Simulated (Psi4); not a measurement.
Interaction calculation of Cl₄ (part 2 of 2)

The same run, continued: Cl₄, SMILES ClCl.ClCl; SAPT2+3/jun-cc-pVDZ, RHF (Psi4 1.11). The geometry comes from this level: GFN2-xTB.

Geometry of the input (Å):
```
Cl 0.4320  -1.6518  0.7550
Cl -1.4472  -1.5151  0.0415
Cl 1.5618  4.5261  -0.1232
Cl 1.1439  3.9144  -1.9994
```

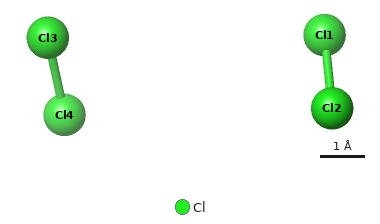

*The structure (ball-and-stick view, seen on its broad side; atoms are numbered from 1 in the order of the input).*

### What the program printed, continued
```
      18A      0.011904    19A      0.063165    20A      0.076975
      21A      0.093290    22A      0.099521    23A      0.121500
      24A      0.125929    25A      0.128824    26A      0.144721
      27A      0.146278    28A      0.151329    29A      0.151921
      30A      0.164504    31A      0.175127    32A      0.176208
      33A      0.228719    34A      0.305806    35A      0.400441
      36A      0.465843    37A      0.476267    38A      0.533791
      39A      0.535147    40A      0.565984    41A      0.568786
      42A      0.698086    43A      0.725887    44A      0.754645
      45A      0.755289    46A      0.831877    47A      0.880711
      48A      0.883936    49A      0.893779    50A      0.904044
      51A      0.912152    52A      0.912383    53A      0.968670
      54A      0.968682    55A      1.051000    56A      1.173055
      57A      1.174645    58A      1.175084    59A      1.212332
      60A      1.615591    61A      1.676630    62A      1.748199
      63A      1.840081    64A      1.943780    65A      1.943977
      66A      2.067316    67A      2.067375    68A      2.090988
      69A      2.096860    70A      2.098251    71A      2.101055
      72A      2.117519    73A      2.134719    74A      2.134732
      75A      2.314298    76A      2.373963    77A      2.374116
      78A      2.915566    79A      7.861380    80A      7.881176
      81A     23.865988    82A     23.875622    83A     23.896902
      84A     23.899986    85A     23.940764    86A     23.982274
      87A    156.624173    88A    156.701761

    Final Occupation by Irrep:
              A
    DOCC [    17 ]
    NA   [    17 ]
    NB   [    17 ]

  @DF-RHF Final Energy:  -918.96397241296347

   => Energetics <=

    Nuclear Repulsion Energy =             75.8143297464977906
    One-Electron Energy =               -1420.6344986292845078
    Two-Electron Energy =                 425.8561964698231463
    Total Energy =                       -918.9639724129635852

Computation Completed

Properties will be evaluated at   0.000000,   0.000000,   0.000000 [a0]

Properties computed using the SCF density matrix

 Multipole Moments:

 ------------------------------------------------------------------------------------
     Multipole            Electronic (a.u.)      Nuclear  (a.u.)        Total (a.u.)
 ------------------------------------------------------------------------------------

 L = 1.  Multiply by 2.5417464519 to convert [e a0] to [Debye]
 Dipole X            :        -86.9220508           86.9221861            0.0001354
 Dipole Y            :       -271.1516637          271.1523609            0.0006972
 Dipole Z            :         68.1902282          -68.1905405           -0.0003123
 Magnitude           :                                                    0.0007758

 ------------------------------------------------------------------------------------

	total time  =          1 seconds =       0.02 minutes
  Constructing Basis Sets for SAPT...

   => Loading Basis Set <=

    Name: (JUN-CC-PVDZ AUX)
    Role: RIFIT
    Keyword: DF_BASIS_SAPT

   => Loading Basis Set <=

    Name: (JUN-CC-PVDZ AUX)
    Role: JKFIT
    Keyword: DF_BASIS_ELST

  //>>>>>>>>>>>>>>>>>>>>>>>>>>>>>>>>>>>//
  //              SAPT2+3              //
  //<<<<<<<<<<<<<<<<<<<<<<<<<<<<<<<<<<<//

       SAPT2+3
     6 June 2009

      Orbital Information
  --------------------------
    NSO        =        88
    NMO        =        88
    NRI        =       340
    NOCC A     =        17
    NOCC B     =        17
    FOCC A     =        10
    FOCC B     =        10
    NVIR A     =        71
    NVIR B     =        71

    Estimated memory usage: 48.7 MB

    Natural Orbital Cutoff:   1.000E-06
    Disp(T3) Truncation:            Yes
    CCD (vv|vv) Truncation:         Yes
    MBPT T2 Truncation:             Yes

    Monomer A: 44 virtual orbitals dropped
    Monomer B: 44 virtual orbitals dropped

    Elst10,r            =     0.000009150883 [Eh]
    Exch10 (S^2)        =     0.000000164368 [Eh]
    Exch10              =     0.000000164368 [Eh]
    Ind20,r (A<-B)      =    -0.000000242540 [Eh]
    Ind20,r (B<-A)      =    -0.000000240645 [Eh]
    Ind20,r             =    -0.000000483185 [Eh]
    Exch-Ind20,r (A<-B) =     0.000000072909 [Eh]
    Exch-Ind20,r (B<-A) =     0.000000072132 [Eh]
    Exch-Ind20,r        =     0.000000145040 [Eh]
    Disp20              =    -0.000072467720 [Eh]
    Disp20 (NO)         =    -0.000071690418 [Eh]
    Exch-Disp20         =     0.000000045001 [Eh]
    Elst12,r            =    -0.000001061786 [Eh]
    Exch11              =    -0.000000020506 [Eh]
    Exch12              =     0.000000107370 [Eh]
    Ind22               =    -0.000000115069 [Eh]
    Disp21              =     0.000017719965 [Eh]
    Disp22 (SDQ)        =    -0.000000048904 [Eh]

    (i =   1 of   7)          0 seconds
    (i =   2 of   7)          0 seconds
    (i =   3 of   7)          0 seconds
    (i =   4 of   7)          0 seconds
    (i =   5 of   7)          0 seconds
    (i =   6 of   7)          0 seconds
    (i =   7 of   7)          0 seconds

    Disp220 (T)         =    -0.000003547242 [Eh]

    (i =   1 of   7)          0 seconds
    (i =   2 of   7)          0 seconds
    (i =   3 of   7)          0 seconds
    (i =   4 of   7)          0 seconds
    (i =   5 of   7)          0 seconds
    (i =   6 of   7)          0 seconds
    (i =   7 of   7)          0 seconds

    Disp202 (T)         =    -0.000003548176 [Eh]

    Disp22 (T)          =    -0.000007095418 [Eh]

    Est. Disp220 (T)    =    -0.000003585703 [Eh]
    Est. Disp202 (T)    =    -0.000003586647 [Eh]

    Est. Disp22 (T)     =    -0.000007172350 [Eh]
    Elst13,r            =    -0.000000677411 [Eh]
    Disp30              =     0.000000005503 [Eh]
    Exch-Disp30         =    -0.000000001981 [Eh]
    Ind30               =    -0.000000326480 [Eh]
    Ind30,r             =    -0.000000363593 [Eh]
    Exch-Ind30          =     0.000000297612 [Eh]
    Ind-Disp30          =    -0.000000003460 [Eh]
    Exch-Ind-Disp30     =     0.000000007902 [Eh]

    SAPT Results
  --------------------------------------------------------------------------------------------------------
    Electrostatics                  0.00741169 [mEh]       0.00465090 [kcal/mol]       0.01945938 [kJ/mol]
      Elst10,r                      0.00915088 [mEh]       0.00574227 [kcal/mol]       0.02402564 [kJ/mol]
      Elst12,r                     -0.00106179 [mEh]      -0.00066628 [kcal/mol]      -0.00278772 [kJ/mol]
      Elst13,r                     -0.00067741 [mEh]      -0.00042508 [kcal/mol]      -0.00177854 [kJ/mol]

    Exchange                        0.00025123 [mEh]       0.00015765 [kcal/mol]       0.00065961 [kJ/mol]
      Exch10                        0.00016437 [mEh]       0.00010314 [kcal/mol]       0.00043155 [kJ/mol]
      Exch10(S^2)                   0.00016437 [mEh]       0.00010314 [kcal/mol]       0.00043155 [kJ/mol]
      Exch11(S^2)                  -0.00002051 [mEh]      -0.00001287 [kcal/mol]      -0.00005384 [kJ/mol]
      Exch12(S^2)                   0.00010737 [mEh]       0.00006738 [kcal/mol]       0.00028190 [kJ/mol]

    Induction                       0.00153239 [mEh]       0.00096159 [kcal/mol]       0.00402330 [kJ/mol]
      Ind20,r                      -0.00048319 [mEh]      -0.00030320 [kcal/mol]      -0.00126860 [kJ/mol]
      Ind30,r                      -0.00036359 [mEh]      -0.00022816 [kcal/mol]      -0.00095461 [kJ/mol]
      Ind22                        -0.00011507 [mEh]      -0.00007221 [kcal/mol]      -0.00030211 [kJ/mol]
      Exch-Ind20,r                  0.00014504 [mEh]       0.00009101 [kcal/mol]       0.00038080 [kJ/mol]
      Exch-Ind30,r     (S^2)        0.00033144 [mEh]       0.00020798 [kcal/mol]       0.00087021 [kJ/mol]
      Exch-Ind22                    0.00003454 [mEh]       0.00002167 [kcal/mol]       0.00009069 [kJ/mol]
      delta HF,r (2)                0.00195107 [mEh]       0.00122431 [kcal/mol]       0.00512252 [kJ/mol]
      delta HF,r (3)                0.00198322 [mEh]       0.00124449 [kcal/mol]       0.00520693 [kJ/mol]

    Dispersion                     -0.06191604 [mEh]      -0.03885290 [kcal/mol]      -0.16256055 [kJ/mol]
      Disp20                       -0.07246772 [mEh]      -0.04547418 [kcal/mol]      -0.19026397 [kJ/mol]
      Disp30                        0.00000550 [mEh]       0.00000345 [kcal/mol]       0.00001445 [kJ/mol]
      Disp21                        0.01771996 [mEh]       0.01111945 [kcal/mol]       0.04652376 [kJ/mol]
      Disp22 (SDQ)                 -0.00004890 [mEh]      -0.00003069 [kcal/mol]      -0.00012840 [kJ/mol]
      Disp22 (T)                   -0.00709542 [mEh]      -0.00445244 [kcal/mol]      -0.01862902 [kJ/mol]
      Est. Disp22 (T)              -0.00717235 [mEh]      -0.00450072 [kcal/mol]      -0.01883100 [kJ/mol]
      Exch-Disp20                   0.00004500 [mEh]       0.00002824 [kcal/mol]       0.00011815 [kJ/mol]
      Exch-Disp30                  -0.00000198 [mEh]      -0.00000124 [kcal/mol]      -0.00000520 [kJ/mol]
      Ind-Disp30                   -0.00000346 [mEh]      -0.00000217 [kcal/mol]      -0.00000908 [kJ/mol]
      Exch-Ind-Disp30               0.00000790 [mEh]       0.00000496 [kcal/mol]       0.00002075 [kJ/mol]

  Total HF                          0.01092817 [mEh]       0.00685753 [kcal/mol]       0.02869191 [kJ/mol]
  Total SAPT0                      -0.06149455 [mEh]      -0.03858841 [kcal/mol]      -0.16145391 [kJ/mol]
  Total SAPT2                      -0.06255000 [mEh]      -0.03925072 [kcal/mol]      -0.16422499 [kJ/mol]
  Total SAPT2+                     -0.05205129 [mEh]      -0.03266267 [kcal/mol]      -0.13666063 [kJ/mol]
  Total SAPT2+(3)                  -0.05272319 [mEh]      -0.03308430 [kcal/mol]      -0.13842472 [kJ/mol]
  Total SAPT2+3                    -0.05272073 [mEh]      -0.03308276 [kcal/mol]      -0.13841826 [kJ/mol]

  Special recipe for scaled SAPT0 (see Manual):
    Electrostatics sSAPT0           0.00915088 [mEh]       0.00574227 [kcal/mol]       0.02402564 [kJ/mol]
    Exchange sSAPT0                 0.00016437 [mEh]       0.00010314 [kcal/mol]       0.00043155 [kJ/mol]
    Induction sSAPT0                0.00161292 [mEh]       0.00101212 [kcal/mol]       0.00423473 [kJ/mol]
    Dispersion sSAPT0              -0.07242272 [mEh]      -0.04544594 [kcal/mol]      -0.19014582 [kJ/mol]
  Total sSAPT0                     -0.06149455 [mEh]      -0.03858841 [kcal/mol]      -0.16145391 [kJ/mol]
  --------------------------------------------------------------------------------------------------------

	total time  =          3 seconds =       0.05 minutes

Warning! sapt2+3 does not have an associated derived wavefunction. The returned wavefunction is the dimer SCF wavefunction.

  Variable Map:
  ----------------------------------------------------------------------------
  "CURRENT ENERGY"                 =>      -0.000052720732
  "CURRENT REFERENCE ENERGY"       =>    -918.963972412963
  "DD SOLVATION ENERGY"            =>       0.000000000000
  "HF KINETIC ENERGY"              =>     919.033599243075
  "HF POTENTIAL ENERGY"            =>   -1837.997571656039
  "HF TOTAL ENERGY"                =>    -918.963972412964
  "HF VIRIAL RATIO"                =>       1.999924239081
  "NUCLEAR REPULSION ENERGY"       =>      75.814329746498
  "ONE-ELECTRON ENERGY"            =>   -1420.634498629285
  "PCM POLARIZATION ENERGY"        =>       0.000000000000
  "PE ENERGY"                      =>       0.000000000000
  "SAPT ALPHA"                     =>       0.000000000000
  "SAPT CT ENERGY"                 =>      -0.000000450822
  "SAPT DISP ENERGY"               =>      -0.000061916043
  "SAPT DISP20 ENERGY"             =>      -0.000072467720
  "SAPT DISP21 ENERGY"             =>       0.000017719965
  "SAPT DISP22(SDQ) ENERGY"        =>      -0.000000048904
  "SAPT DISP22(T) ENERGY"          =>      -0.000007095418
  "SAPT DISP30 ENERGY"             =>       0.000000005503
  "SAPT ELST ENERGY"               =>       0.000007411686
  "SAPT ELST10,R ENERGY"           =>       0.000009150883
  "SAPT ELST12,R ENERGY"           =>      -0.000001061786
  "SAPT ELST13,R ENERGY"           =>      -0.000000677411
  "SAPT ENERGY"                    =>       0.000000000000
  "SAPT EST.DISP22(T) ENERGY"      =>      -0.000007172350
  "SAPT EXCH ENERGY"               =>       0.000000251232
  "SAPT EXCH-DISP20 ENERGY"        =>       0.000000045001
  "SAPT EXCH-DISP30 ENERGY"        =>      -0.000000001981
  "SAPT EXCH-IND-DISP30 ENERGY"    =>       0.000000007902
  "SAPT EXCH-IND20,R ENERGY"       =>       0.000000145040
  "SAPT EXCH-IND22 ENERGY"         =>       0.000000034541
  "SAPT EXCH-IND30,R ENERGY"       =>       0.000000331444
  "SAPT EXCH10 ENERGY"             =>       0.000000164368
  "SAPT EXCH10(S^2) ENERGY"        =>       0.000000164368
  "SAPT EXCH11(S^2) ENERGY"        =>      -0.000000020506
  "SAPT EXCH12(S^2) ENERGY"        =>       0.000000107370
  "SAPT EXCHSCAL"                  =>       1.000000000000
  "SAPT EXCHSCAL1"                 =>       1.000000000000
  "SAPT EXCHSCAL3"                 =>       1.000000000000
  "SAPT HF TOTAL ENERGY"           =>       0.000010928172
  "SAPT HF(2) ALPHA=0.0 ENERGY"    =>       0.000001951066
  "SAPT HF(2) ENERGY"              =>       0.000001951066
  "SAPT HF(3) ENERGY"              =>       0.000001983216
  "SAPT IND ENERGY"                =>       0.000001532394
  "SAPT IND-DISP30 ENERGY"         =>      -0.000000003460
  "SAPT IND20,R ENERGY"            =>      -0.000000483185
  "SAPT IND22 ENERGY"              =>      -0.000000115069
  "SAPT IND30,R ENERGY"            =>      -0.000000363593
  "SAPT MP2 CORRELATION ENERGY"    =>       0.000000000000
  "SAPT MP2(2) ENERGY"             =>       0.000073478169
  "SAPT MP2(3) ENERGY"             =>       0.000073473726
  "SAPT MP4 DISP"                  =>      -0.000061924008
  "SAPT TOTAL ENERGY"              =>      -0.000052720732
  "SAPT0 DISP ENERGY"              =>      -0.000072422719
  "SAPT0 ELST ENERGY"              =>       0.000009150883
  "SAPT0 EXCH ENERGY"              =>       0.000000164368
  "SAPT0 IND ENERGY"               =>       0.000001612922
  "SAPT0 TOTAL ENERGY"             =>      -0.000061494546
  "SAPT2 DISP ENERGY"              =>      -0.000072422719
  "SAPT2 ELST ENERGY"              =>       0.000008089097
  "SAPT2 EXCH ENERGY"              =>       0.000000251232
  "SAPT2 IND ENERGY"               =>       0.000001532394
  "SAPT2 TOTAL ENERGY"             =>      -0.000062549996
  "SAPT2+ DISP ENERGY"             =>      -0.000061924008
  "SAPT2+ ELST ENERGY"             =>       0.000008089097
  "SAPT2+ EXCH ENERGY"             =>       0.000000251232
  "SAPT2+ IND ENERGY"              =>       0.000001532394
  "SAPT2+ TOTAL ENERGY"            =>      -0.000052051285
  "SAPT2+(3) DISP ENERGY"          =>      -0.000061918504
  "SAPT2+(3) ELST ENERGY"          =>       0.000007411686
  "SAPT2+(3) EXCH ENERGY"          =>       0.000000251232
  "SAPT2+(3) IND ENERGY"           =>       0.000001532394
  "SAPT2+(3) TOTAL ENERGY"         =>      -0.000052723193
  "SAPT2+(3)(CCD) ELST ENERGY"     =>       0.000007411686
  "SAPT2+(3)(CCD) EXCH ENERGY"     =>       0.000000251232
  "SAPT2+(3)(CCD) IND ENERGY"      =>       0.000001532394
  "SAPT2+(3)(CCD)DMP2 ELST ENERGY" =>       0.000007411686
  "SAPT2+(3)(CCD)DMP2 EXCH ENERGY" =>       0.000000251232
  "SAPT2+(3)(CCD)DMP2 IND ENERGY"  =>       0.000075010562
  "SAPT2+(3)DMP2 DISP ENERGY"      =>      -0.000061918504
  "SAPT2+(3)DMP2 ELST ENERGY"      =>       0.000007411686
  "SAPT2+(3)DMP2 EXCH ENERGY"      =>       0.000000251232
  "SAPT2+(3)DMP2 IND ENERGY"       =>       0.000075010562
  "SAPT2+(3)DMP2 TOTAL ENERGY"     =>       0.000020754976
  "SAPT2+(CCD) ELST ENERGY"        =>       0.000008089097
  "SAPT2+(CCD) EXCH ENERGY"        =>       0.000000251232
  "SAPT2+(CCD) IND ENERGY"         =>       0.000001532394
  "SAPT2+(CCD)DMP2 ELST ENERGY"    =>       0.000008089097
  "SAPT2+(CCD)DMP2 EXCH ENERGY"    =>       0.000000251232
  "SAPT2+(CCD)DMP2 IND ENERGY"     =>       0.000075010562
  "SAPT2+3 DISP ENERGY"            =>      -0.000061916043
  "SAPT2+3 ELST ENERGY"            =>       0.000007411686
  "SAPT2+3 EXCH ENERGY"            =>       0.000000251232
  "SAPT2+3 IND ENERGY"             =>       0.000001532394
  "SAPT2+3 TOTAL ENERGY"           =>      -0.000052720732
  "SAPT2+3(CCD) ELST ENERGY"       =>       0.000007411686
  "SAPT2+3(CCD) EXCH ENERGY"       =>       0.000000251232
  "SAPT2+3(CCD) IND ENERGY"        =>       0.000001532394
  "SAPT2+3(CCD)DMP2 ELST ENERGY"   =>       0.000007411686
  "SAPT2+3(CCD)DMP2 EXCH ENERGY"   =>       0.000000251232
  "SAPT2+3(CCD)DMP2 IND ENERGY"    =>       0.000075006120
  "SAPT2+3DMP2 DISP ENERGY"        =>      -0.000061916043
  "SAPT2+3DMP2 ELST ENERGY"        =>       0.000007411686
  "SAPT2+3DMP2 EXCH ENERGY"        =>       0.000000251232
  "SAPT2+3DMP2 IND ENERGY"         =>       0.000075006120
  "SAPT2+3DMP2 TOTAL ENERGY"       =>       0.000020752994
  "SAPT2+DMP2 DISP ENERGY"         =>      -0.000061924008
  "SAPT2+DMP2 ELST ENERGY"         =>       0.000008089097
  "SAPT2+DMP2 EXCH ENERGY"         =>       0.000000251232
  "SAPT2+DMP2 IND ENERGY"          =>       0.000075010562
  "SAPT2+DMP2 TOTAL ENERGY"        =>       0.000021426883
  "SCF ITERATION ENERGY"           =>    -918.963972412963
  "SCF ITERATIONS"                 =>       8.000000000000
  "SCF TOTAL ENERGY"               =>    -918.963972412963
  "SCS-SAPT0 ELST ENERGY"          =>       0.000009150883
  "SCS-SAPT0 EXCH ENERGY"          =>       0.000000164368
  "SCS-SAPT0 IND ENERGY"           =>       0.000001612922
  "SSAPT0 DISP ENERGY"             =>      -0.000072422719
  "SSAPT0 ELST ENERGY"             =>       0.000009150883
  "SSAPT0 EXCH ENERGY"             =>       0.000000164368
  "SSAPT0 IND ENERGY"              =>       0.000001612922
  "SSAPT0 TOTAL ENERGY"            =>      -0.000061494546
  "TWO-ELECTRON ENERGY"            =>     425.856196469823

  Array Variable Map:
  ----------------------------------------------------------------------------
  "CURRENT DIPOLE"                 =>       0.000135361249 ... -0.000312312063 1 by 3
  "SCF DIPOLE"                     =>       0.000135361249 ... -0.000312312063 1 by 3
  "SCF TOTAL ENERGIES"             =>    -918.791080356426 ... -918.963972412963 1 by 9

    Psi4 run time: 0:00:05.97

[set-up sections that repeat, and orbital energies of the middle runs, are left out above]
```
